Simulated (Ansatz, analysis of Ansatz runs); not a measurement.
# LaInO3 (Pnma), nudged elastic band: O_i by the interstitialcy path (q = −2)

Wanted: path and barrier of a jump of O in LaInO3 (Pnma) at charge −2. The case: O_i by the interstitialcy path, in a cell of 40 host atoms with 1 O put in.

Method: plane-wave PAW DFT, PBEsol; nudged elastic band between two relaxed defect structures at fixed charge in a uniform background, in Ansatz 0.2.0.

### Step 1. Starting point

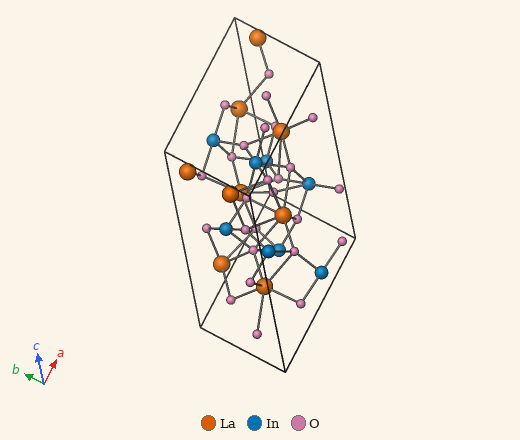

Start, viewed slightly off an axis; lanthanum orange, indium blue, oxygen pink. Some periodic images of atoms are drawn too.

The cell holds 41 atoms: 8 La, 8 In and 25 O. Its edges and angles: a = 10.000 Å, b = 8.235 Å, c = 10.140 Å, α = 65.0°, β = 48.3°, γ = 66.8°. It derives from LaInO3 (space group Pnma). Nearest the centre at fractional (0.342, 0.900, 0.459): O19 at 0.99 Å, O41 at 1.01 Å, La3 at 2.01 Å, In11 at 2.30 Å, La7 at 2.36 Å, O26 at 2.37 Å, O24 at 2.58 Å, O28 at 2.84 Å. The cell carries charge −2.

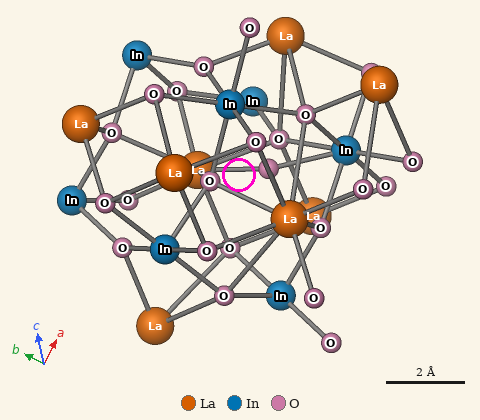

The atoms within 5 Å of the centre. A ring marks the centre wherever it is empty.

The cell's shortest repeat is 8.2 Å.

### Step 2. Relaxation of the start point, charge −2

The ends come first: from an unrelaxed start the top is counted from too high an energy, and the barrier comes out too low. Small random displacements break the symmetry of the ideal sites, so that the defect can distort if it gains by it. The charge of −2 is set by the electron count, and a uniform background keeps the cell neutral.

Contents of qm2.start/input.yaml:

```yaml
crystal:
  lattice:
    - [0.0, 8.21613204, 5.70050548]
    - [5.94293833, 0.0, 5.70050548]
    - [5.94293833, 8.21613204, 0.0]
  atoms:
    - { symbol: La, position: [0.16207004, 0.85537686, 0.08792996] }
    - { symbol: La, position: [0.66207004, 0.35537686, 0.58792996] }
    - { symbol: La, position: [0.35537686, 0.16207004, 0.39462314] }
    - { symbol: La, position: [0.85537686, 0.66207004, 0.89462314] }
    - { symbol: La, position: [0.14462314, 0.33792996, 0.10537686] }
    - { symbol: La, position: [0.64462314, 0.83792996, 0.60537686] }
    - { symbol: La, position: [0.33792996, 0.64462314, 0.41207004] }
    - { symbol: La, position: [0.83792996, 0.14462314, 0.91207004] }
    - { symbol: In, position: [0.25, 0.25, 0.75] }
    - { symbol: In, position: [0.75, 0.75, 0.25] }
    - { symbol: In, position: [0.25, 0.75, 0.75] }
    - { symbol: In, position: [0.75, 0.25, 0.25] }
    - { symbol: In, position: [0.0, 0.0, 0.5] }
    - { symbol: In, position: [0.5, 0.5, 0.0] }
    - { symbol: In, position: [0.0, 0.5, 0.5] }
    - { symbol: In, position: [0.5, 0.0, 0.0] }
    - { symbol: O, position: [0.40977346, 0.20777816, 0.84022654] }
    - { symbol: O, position: [0.90977346, 0.70777816, 0.34022654] }
    - { symbol: O, position: [0.20777816, 0.90977346, 0.54222184] }
    - { symbol: O, position: [0.70777816, 0.40977346, 0.04222184] }
    - { symbol: O, position: [0.29222184, 0.59022654, 0.95777816] }
    - { symbol: O, position: [0.79222184, 0.09022654, 0.45777816] }
    - { symbol: O, position: [0.09022654, 0.29222184, 0.65977346] }
    - { symbol: O, position: [0.59022654, 0.79222184, 0.15977346] }
    - { symbol: O, position: [0.02976201, 0.16527137, 0.03243594] }
    - { symbol: O, position: [0.52976201, 0.66527137, 0.53243594] }
    - { symbol: O, position: [0.16527137, 0.52976201, 0.77253069] }
    - { symbol: O, position: [0.66527137, 0.02976201, 0.27253069] }
    - { symbol: O, position: [0.02253069, 0.28243594, 0.41527137] }
    - { symbol: O, position: [0.52253069, 0.78243594, 0.91527137] }
    - { symbol: O, position: [0.28243594, 0.52253069, 0.27976201] }
    - { symbol: O, position: [0.78243594, 0.02253069, 0.77976201] }
    - { symbol: O, position: [0.47023799, 0.33472863, 0.46756406] }
    - { symbol: O, position: [0.97023799, 0.83472863, 0.96756406] }
    - { symbol: O, position: [0.33472863, 0.97023799, 0.72746931] }
    - { symbol: O, position: [0.83472863, 0.47023799, 0.22746931] }
    - { symbol: O, position: [0.47746931, 0.21756406, 0.08472863] }
    - { symbol: O, position: [0.97746931, 0.71756406, 0.58472863] }
    - { symbol: O, position: [0.21756406, 0.97746931, 0.22023799] }
    - { symbol: O, position: [0.71756406, 0.47746931, 0.72023799] }
    - { symbol: O, position: [0.478193, 0.890195, 0.373387] }
total_charge: -2
basis:
  ecutwfc: 420
  xc_grid: 2
hamiltonian:
  xc: pbesol
kpoints:
  mp_grid: { grid: [1, 1, 1] }
scf:
  occupations: { method: fixed }
  max_iter: 80
output:
  forces: true
relax:
  f_tol: 0.015
  max_steps: 70
  random_displacement: { amplitude: 0.03, seed: 7069 }
```

On the command line:

```console
$ ansatz run input.yaml --threads 4 --pin off --max-ram 7536MiB --backend cpu --events-out ev --progress --plain --runs-dir out
```

Numbers of over 12 decimals in the logs are rounded to 6 here.

Log:

```text
[... repeated set-up lines and file paths are left out, and long positions are rounded to six places ...]
The last accepted step is kept in <dir> (removed where the run ends without a failure and the disk answers)
Engine: ansatz 0.2.0, aarch64-unknown-linux-gnu
Pseudopotentials: kind: paw
Pseudopotential: La, paw, valence charge 11, recommended cutoff 420 eV (normal), La.paw.azcp
Pseudopotential: In, paw, valence charge 13, recommended cutoff 420 eV (normal), In.paw.azcp
Pseudopotential: O, paw, valence charge 6, recommended cutoff 420 eV (normal), O.paw.azcp
Functional definition: PBEsol
  exchange = pbesol_x
  correlation = pbesol_c
Crystal: 41 atoms, lattice volume = 556.688 Å³
Basis set: ecut = 420 eV, 10867 PW (Γ), exchange–correlation on 144×120×144 points (8 copies of the dense FFT grid, shifted against one another)
Bands: 213, of which v1, the nominal top of the filled ones, is band 172 counted from 1 (171 counted from 0)
Symmetry: 1 space group operations
k-points: 1
Non-local potential: La, projectors of the file, l = 0: 3, l = 1: 2, l = 2: 2, l = 3: 3
Non-local potential: In, projectors of the file, l = 0: 2, l = 1: 2, l = 2: 2, l = 3: 2
Non-local potential: O, projectors of the file, l = 0: 2, l = 1: 2, l = 2: 1
PAW form: soft (Blöchl's): semilocal exchange-correlation on the pseudo side does not see the compensation charge
PAW frozen core: La, regenerated for the run's functional, and the local potential with it (the file was generated under x = pbe(κ = 0.804, μ = 0.219515), c = pbe(β = 0.066725))
PAW frozen core: In, regenerated for the run's functional, and the local potential with it (the file was generated under x = pbe(κ = 0.804, μ = 0.219515), c = pbe(β = 0.066725))
PAW frozen core: O, regenerated for the run's functional, and the local potential with it (the file was generated under x = pbe(κ = 0.804, μ = 0.219515), c = pbe(β = 0.066725))
PAW one-centre angular grid: La, 590 points (default); XC on 64 Gauss nodes
PAW one-centre angular grid: In, 590 points (default); XC on 64 Gauss nodes
PAW one-centre angular grid: O, 110 points (default); XC on 64 Gauss nodes
Initial density: superposition of atomic densities (neutral atoms scaled as one to the charged cell's electrons: chi_scale 0, normalization atom), corrected by the library's trained network
Initial wavefunctions: pseudopotential atomic-orbital guess
Functional: x = pbesol(κ = 0.804, μ = 0.123457), c = pbesol(β = 0.046)
SCF iter   1: F=—  HF=-107525.470625 eV  |F-HF|=—  |Δ(HF+E_count)|=         —  Δρ=3.54e-2  dr2=7.78e0  ethr=1.77e-3  ⟨swp⟩=4.0  Hψ=718  notcnv=0  defer=36
preconditioner: auto → Resta (q_TF=auto, 2.518 Å⁻¹)  ε∞=5.9  [insulator: Δε(μ)=0.815 eV  Ē_g=12.904 eV  n_scr=138 (ndim 8)  ℏωp=28.5 eV  f_vac=0.000  ε∞_Penn≈5.9]
SCF iter   2: F=—  HF=-107524.832075 eV  |F-HF|=—  |Δ(HF+E_count)|=   6.39e-1  Δρ=4.35e-2  dr2=1.27e1  ethr=1.77e-3  ⟨swp⟩=5.0  Hψ=530  notcnv=0  defer=38
SCF iter   3: F=—  HF=-107524.211500 eV  |F-HF|=—  |Δ(HF+E_count)|=   6.21e-1  Δρ=1.87e-2  dr2=3.06e0  ethr=1.77e-3  ⟨swp⟩=4.0  Hψ=406  notcnv=0  defer=34
SCF iter   4: F=—  HF=-107523.937359 eV  |F-HF|=—  |Δ(HF+E_count)|=   2.74e-1  Δρ=1.35e-2  dr2=1.72e0  ethr=8.89e-4  ⟨swp⟩=2.0  Hψ=234  notcnv=0  defer=38
SCF iter   5: F=—  HF=-107524.022686 eV  |F-HF|=—  |Δ(HF+E_count)|=   8.53e-2  Δρ=3.20e-2  dr2=7.64e0  ethr=4.99e-4  ⟨swp⟩=4.0  Hψ=202  notcnv=0  defer=38  recentre
SCF iter   6: F=—  HF=-107523.771209 eV  |F-HF|=—  |Δ(HF+E_count)|=   2.51e-1  Δρ=6.64e-3  dr2=3.42e-1  ethr=4.99e-4  ⟨swp⟩=2.0  Hψ=233  notcnv=0  defer=36
SCF iter   7: F=—  HF=-107523.765195 eV  |F-HF|=—  |Δ(HF+E_count)|=   6.01e-3  Δρ=8.59e-3  dr2=5.69e-1  ethr=9.94e-5  ⟨swp⟩=2.0  Hψ=181  notcnv=0  defer=39
SCF iter   8: F=—  HF=-107523.756673 eV  |F-HF|=—  |Δ(HF+E_count)|=   8.52e-3  Δρ=1.04e-2  dr2=7.80e-1  ethr=9.94e-5  ⟨swp⟩=2.0  Hψ=181  notcnv=0  defer=37
SCF iter   9: F=—  HF=-107523.750505 eV  |F-HF|=—  |Δ(HF+E_count)|=   6.17e-3  Δρ=5.79e-3  dr2=2.50e-1  ethr=9.94e-5  ⟨swp⟩=2.0  Hψ=179  notcnv=0  defer=35
SCF iter  10: F=—  HF=-107523.747687 eV  |F-HF|=—  |Δ(HF+E_count)|=   2.82e-3  Δρ=2.91e-3  dr2=6.49e-2  ethr=7.28e-5  ⟨swp⟩=1.0  Hψ=178  notcnv=0  defer=35
SCF iter  11: F=—  HF=-107523.748774 eV  |F-HF|=—  |Δ(HF+E_count)|=   1.09e-3  Δρ=7.84e-3  dr2=4.61e-1  ethr=1.89e-5  ⟨swp⟩=2.0  Hψ=179  notcnv=0  defer=37  recentre
SCF iter  12: F=—  HF=-107523.749678 eV  |F-HF|=—  |Δ(HF+E_count)|=   9.04e-4  Δρ=9.80e-3  dr2=7.28e-1  ethr=1.89e-5  ⟨swp⟩=1.0  Hψ=178  notcnv=0  defer=37
SCF iter  13: F=—  HF=-107523.747209 eV  |F-HF|=—  |Δ(HF+E_count)|=   2.47e-3  Δρ=3.73e-3  dr2=1.03e-1  ethr=1.89e-5  ⟨swp⟩=1.0  Hψ=178  notcnv=0  defer=37
SCF iter  14: F=—  HF=-107523.746417 eV  |F-HF|=—  |Δ(HF+E_count)|=   7.92e-4  Δρ=2.13e-4  dr2=2.11e-4  ethr=1.89e-5  ⟨swp⟩=1.0  Hψ=230  notcnv=0  defer=37
SCF iter  15: F=—  HF=-107523.745827 eV  |F-HF|=—  |Δ(HF+E_count)|=   5.90e-4  Δρ=1.07e-3  dr2=8.44e-3  ethr=6.12e-8  ⟨swp⟩=3.0  Hψ=348  notcnv=0  defer=37
SCF iter  16: F=—  HF=-107523.745780 eV  |F-HF|=—  |Δ(HF+E_count)|=   4.76e-5  Δρ=7.44e-5  dr2=4.25e-5  ethr=6.12e-8  ⟨swp⟩=2.0  Hψ=180  notcnv=0  defer=37
SCF iter  17: F=—  HF=-107523.745780 eV  |F-HF|=—  |Δ(HF+E_count)|=   4.87e-8  Δρ=4.73e-5  dr2=1.77e-5  ethr=1.23e-8  ⟨swp⟩=1.0  Hψ=178  notcnv=0  defer=37
SCF iter  18: F=—  HF=-107523.745780 eV  |F-HF|=—  |Δ(HF+E_count)|=   7.41e-8  Δρ=4.27e-5  dr2=1.27e-5  ethr=5.14e-9  ⟨swp⟩=1.0  Hψ=178  notcnv=0  defer=37
SCF iter  19: F=-107523.745778 eV  HF=-107523.745780 eV  |F-HF|=1.23e-6  |Δ(HF+E_count)|=   9.13e-8  Δρ=1.43e-5  dr2=1.35e-6  ethr=1.64e-9  ⟨swp⟩=3.0  Hψ=566  notcnv=0
SCF 1 converged in 19 iterations: F = -107523.745778 eV  dr2 = 1.35e-6
  greatest PAW one-centre occupation: 0.991 electrons in one spin orbital (limit 2), on the In atom at site 15 (counted from 0), in its partial waves of l = 2
relax step   1: F+E_penalty+E_count = -107523.74577847 eV  Δ(F+E_penalty+E_count) = +0.000e0 eV  max|allowed force component| = 5.018e0 eV/Å  Δτ_max = 0.0000 Å  (19 SCF iters, dr2 threshold 5.63e-6 eV, accepted)
[... the SCF cycles and remarks between the steps are left out from here to the last step ...]
relax step   2: F+E_penalty+E_count = -107526.61879249 eV  Δ(F+E_penalty+E_count) = -2.873e0 eV  max|allowed force component| = 2.520e0 eV/Å  Δτ_max = 0.1949 Å  (7 SCF iters, dr2 threshold 1.00e-4 eV, accepted)
relax step   3: F+E_penalty+E_count = -107528.00791364 eV  Δ(F+E_penalty+E_count) = -1.389e0 eV  max|allowed force component| = 8.878e-1 eV/Å  Δτ_max = 0.1980 Å  (7 SCF iters, dr2 threshold 1.00e-4 eV, accepted)
relax step   4: F+E_penalty+E_count = -107528.56339331 eV  Δ(F+E_penalty+E_count) = -5.555e-1 eV  max|allowed force component| = 4.194e-1 eV/Å  Δτ_max = 0.2000 Å  (7 SCF iters, dr2 threshold 9.78e-5 eV, accepted)
relax step   5: F+E_penalty+E_count = -107528.70241850 eV  Δ(F+E_penalty+E_count) = -1.390e-1 eV  max|allowed force component| = 1.801e-1 eV/Å  Δτ_max = 0.2000 Å  (7 SCF iters, dr2 threshold 2.18e-5 eV, accepted)
relax step   6: F+E_penalty+E_count = -107528.77307701 eV  Δ(F+E_penalty+E_count) = -7.066e-2 eV  max|allowed force component| = 1.863e-1 eV/Å  Δτ_max = 0.2000 Å  (7 SCF iters, dr2 threshold 5.98e-6 eV, accepted)
relax step   7: F+E_penalty+E_count = -107528.84590317 eV  Δ(F+E_penalty+E_count) = -7.283e-2 eV  max|allowed force component| = 2.182e-1 eV/Å  Δτ_max = 0.1959 Å  (7 SCF iters, dr2 threshold 6.40e-6 eV, accepted)
relax step   8: F+E_penalty+E_count = -107528.92059258 eV  Δ(F+E_penalty+E_count) = -7.469e-2 eV  max|allowed force component| = 1.029e-1 eV/Å  Δτ_max = 0.1898 Å  (6 SCF iters, dr2 threshold 4.76e-5 eV, accepted)
relax step   9: F+E_penalty+E_count = -107528.92436561 eV  Δ(F+E_penalty+E_count) = -3.773e-3 eV  max|allowed force component| = 1.894e-2 eV/Å  Δτ_max = 0.0238 Å  (6 SCF iters, dr2 threshold 2.36e-6 eV, accepted)
SCF iter   1: F=—  HF=-107528.925542 eV  |F-HF|=—  |Δ(HF+E_count)|=         —  Δρ=5.87e-4  dr2=1.23e-3  ethr=2.82e-6  ⟨swp⟩=5.0  Hψ=410  notcnv=0  defer=39
SCF iter   2: F=—  HF=-107528.925324 eV  |F-HF|=—  |Δ(HF+E_count)|=   2.18e-4  Δρ=2.82e-4  dr2=3.02e-4  ethr=3.56e-7  ⟨swp⟩=3.0  Hψ=357  notcnv=0  defer=39
SCF iter   3: F=—  HF=-107528.925277 eV  |F-HF|=—  |Δ(HF+E_count)|=   4.67e-5  Δρ=1.28e-4  dr2=9.17e-5  ethr=8.77e-8  ⟨swp⟩=2.0  Hψ=336  notcnv=0  defer=39
SCF iter   4: F=—  HF=-107528.924684 eV  |F-HF|=—  |Δ(HF+E_count)|=   5.93e-4  Δρ=2.80e-5  dr2=5.13e-6  ethr=2.67e-8  ⟨swp⟩=2.0  Hψ=336  notcnv=0  defer=39
SCF iter   5: F=—  HF=-107528.924683 eV  |F-HF|=—  |Δ(HF+E_count)|=   5.48e-7  Δρ=1.01e-5  dr2=5.00e-7  ethr=1.49e-9  ⟨swp⟩=2.0  Hψ=336  notcnv=0  defer=39
SCF iter   6: F=—  HF=-107528.924683 eV  |F-HF|=—  |Δ(HF+E_count)|=   8.91e-9  Δρ=6.07e-6  dr2=1.70e-7  ethr=2.91e-11  ⟨swp⟩=5.0  Hψ=757  notcnv=0
SCF iter   7: F=-107528.924683 eV  HF=-107528.924683 eV  |F-HF|=1.38e-9  |Δ(HF+E_count)|=   1.19e-8  Δρ=1.25e-6  dr2=7.87e-9  ethr=2.91e-11  ⟨swp⟩=4.0  Hψ=628  notcnv=0
SCF 10 converged in 7 iterations: F = -107528.924683 eV  dr2 = 7.87e-9
relax step  10: F+E_penalty+E_count = -107528.92468330 eV  Δ(F+E_penalty+E_count) = -3.177e-4 eV  max|allowed force component| = 5.966e-3 eV/Å  Δτ_max = 0.0082 Å  (7 SCF iters, accepted)
SCF converged after 7 iterations
Free energy (F): -107528.924683 eV
Harris-Foulkes:  -107528.924683 eV  (|F-HF|=1.38e-9)
Internal energy: -107528.924683 eV  (E = F + TS)
E sigma→0 (E₀):  -107528.924683 eV
Fermi energy:    10.836958 eV
--- Per-component energies (eV) ---
  E_band       = 311.867375
  E_kinetic    = 7926.327563
  E_local      = -17897.886214  (includes V_loc(G=0)·N_el)
  E_nonlocal   = 4982.343711
  E_hartree    = 6783.926208
  E_xc         = -4660.658559
  E_vxc        = -4350.004328  (∫ρ·V_xc dr)
  E_paw        = -79167.595867  (= ΣΔE_a)
  E_vpaw       = -3916.824497  (= ΣTr[D̂ρ^β])
  E_aug_tail   = 0.060725  (compensation charges beyond the density's cutoff)
  E_ewald      = -25499.567743
  E_core_change = 4.125493  (= ΣΔE_core)
  E_smearing   = -0.000000  (= −TS)
  E_closure    = 0.000000  (closes the sum)
  E_deformation_potential = -40.735997  (in the stress; not in F)
  Σ components = -107528.924683   (vs F -107528.924683, Δ=0.00e0)
--- Forces (eV/Å), atoms counted from 1 ---
  atom   1  La     0.00126766    -0.00104618    -0.00207211
  atom   2  La     0.00085879     0.00108070     0.00232163
  atom   3  La     0.00281604     0.00122704     0.00169220
  [... 3 atoms left out ...]
  atom   7  La     0.00097661     0.00402614    -0.00300195
  [... 3 atoms left out ...]
  atom  11  In     0.00392441    -0.00301480    -0.00232830
  [... 1 atom left out ...]
  atom  13  In    -0.00019967     0.00286155     0.00136399
  [... 5 atoms left out ...]
  atom  19  O      0.00596531     0.00066073    -0.00162381
  [... 4 atoms left out ...]
  atom  24  O     -0.00078400     0.00319556     0.00373640
  [... 1 atom left out ...]
  atom  26  O     -0.00064860     0.00020947    -0.00132931
  [... 1 atom left out ...]
  atom  28  O      0.00000239    -0.00100145    -0.00235626
  [... 6 atoms left out ...]
  atom  35  O      0.00007733     0.00001185     0.00104843
  [... 5 atoms left out ...]
  atom  41  O     -0.00364069    -0.00309965    -0.00112225
  max |Σ_I F_I| component: 3.49e-5 eV/Å
--- Relaxed structure (10 steps of the walk, 10 accepted, 0 SCFs on fresh bases) ---
  F+E_penalty+E_count = -107528.92468330 eV   max|allowed force component| = 5.966e-3 eV/Å
  atoms:
    - { symbol: La, position: [0.158781, 0.851358, 0.080887] }
    - { symbol: La, position: [0.669595, 0.344804, 0.592823] }
    - { symbol: La, position: [0.352513, 0.151358, 0.401042] }
    [... 3 atoms left out ...]
    - { symbol: La, position: [0.343708, 0.636831, 0.397845] }
    [... 3 atoms left out ...]
    - { symbol: In, position: [0.266061, 0.762398, 0.723651] }
    [... 1 atom left out ...]
    - { symbol: In, position: [0.000955, 0.003064, 0.500633] }
    [... 5 atoms left out ...]
    - { symbol: O, position: [0.090356, 0.973036, 0.651203] }
    [... 4 atoms left out ...]
    - { symbol: O, position: [0.615026, 0.765967, 0.123681] }
    [... 1 atom left out ...]
    - { symbol: O, position: [0.563346, 0.649023, 0.558980] }
    [... 1 atom left out ...]
    - { symbol: O, position: [0.676634, 0.035256, 0.262708] }
    [... 6 atoms left out ...]
    - { symbol: O, position: [0.341748, 0.976681, 0.719229] }
    [... 5 atoms left out ...]
    - { symbol: O, position: [0.405801, 0.854288, 0.419910] }
```

The job ended after 25 s (4 threads of Arm Neoverse V2, shared host; peak memory 0.79 GiB; 93 s of CPU time).

The steps of the relaxation:

| step | energy less that of the first step (eV) | largest force component (eV/Å) |
| --- | --- | --- |
| 1 | 0.0000 | 5.0180 |
| 2 | -2.8730 | 2.5203 |
| 3 | -4.2621 | 0.8878 |
| 4 | -4.8176 | 0.4194 |
| 5 | -4.9566 | 0.1801 |
| 6 | -5.0273 | 0.1863 |
| 7 | -5.1001 | 0.2182 |
| 8 | -5.1748 | 0.1029 |
| 9 | -5.1786 | 0.0189 |
| 10 | -5.1789 | 0.0060 |

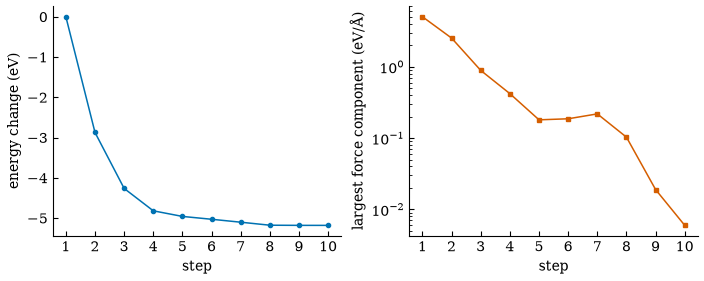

Energy and largest force along the relaxation.

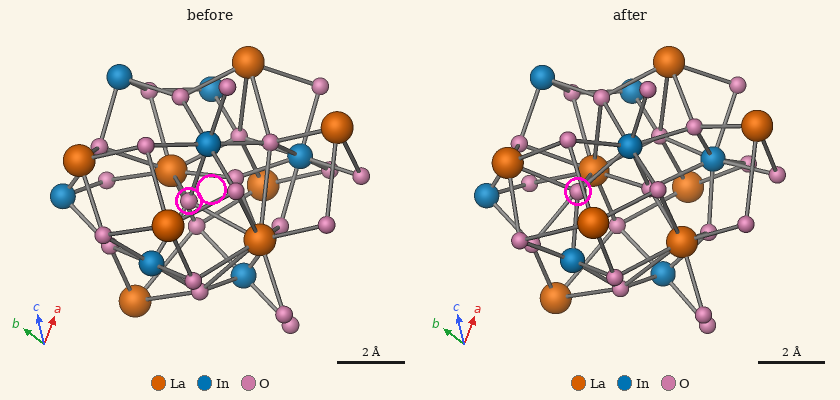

Before and after: the atoms that start within 5 Å of the centre. O19, which moves most, is ringed if it is among them. A ring with no atom in it marks the empty centre.

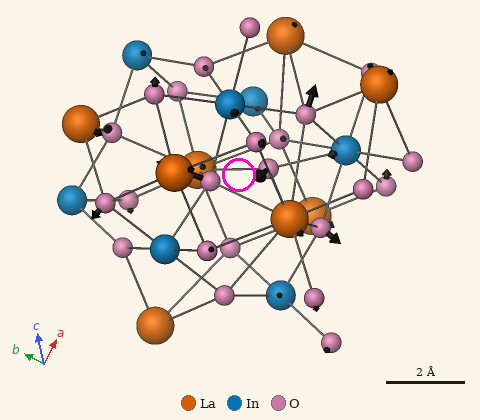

Displacements in the relaxation from the typed sites near the centre, exaggerated, the mean shift taken out; the longest in the cell stands for 1.07 Å. A ring marks the centre wherever it is empty.

The atoms that moved most (Å, from the sites as typed, ahead of the random displacement, the mean shift of all atoms taken out):

| atom | dx | dy | dz | length |
| --- | --- | --- | --- | --- |
| O19 | 1.023 | -0.069 | -0.312 | 1.072 |
| O41 | 0.063 | -0.212 | -0.621 | 0.659 |
| O26 | 0.061 | 0.495 | 0.095 | 0.508 |
| O24 | -0.371 | -0.092 | -0.012 | 0.382 |
| O32 | 0.075 | -0.267 | -0.041 | 0.280 |
| O34 | 0.067 | 0.197 | -0.071 | 0.220 |
| In10 | 0.129 | -0.116 | -0.129 | 0.216 |
| O40 | -0.093 | 0.189 | -0.015 | 0.211 |

Neighbours of O41 at the end:

| atom | distance (Å) |
| --- | --- |
| La3 | 2.240 |
| La7 | 2.246 |
| In11 | 2.268 |
| In10 | 2.350 |
| O19 | 2.462 |
| O26 | 2.484 |
| O24 | 2.492 |
| O28 | 2.743 |

Numbers from this step:

| Item | Value |
| --- | --- |
| free energy | -107528.9247 eV |
| largest move from the ideal geometry of this structure, a common shift of the far atoms taken out | 1.103 Å |

The relaxation gained 5.179 eV and ended with a largest force component of 0.0060 eV/Å.

[end of part 1 of 5]

[Logs are printed without paths, hosts, clocks, repeated set-up lines and the standing remarks that a program may print on its own settings, such as how far it seeks lower states.]

[Hosts, paths, dates, database ids (printed as entryN), source tags and the programs' standing remarks are cut or masked in the printed files.]
